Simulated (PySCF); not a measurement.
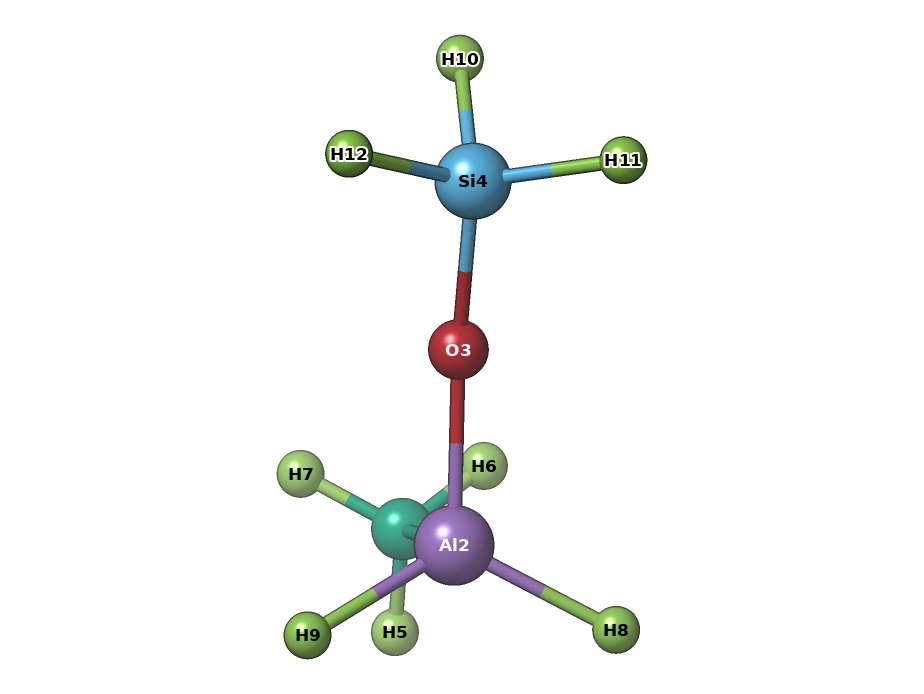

N1 lies behind Al2. The molecule seen a little off the Al2–N1 bond, Al2 in front. Depth is shown by fading: the farther an atom, the more it takes the colour of the background. The geometry was computed by an optimisation with PBE0-D3(BJ)/def2-SVP. No frequency run is at hand to confirm it as a minimum.

What is the torsion angle O3–Al2–N1–H5? The sign is positive where the front bond must turn clockwise to cover the back bond.

Answer. 178°, antiperiplanar (anti). The bonds about Al2–N1 are staggered.
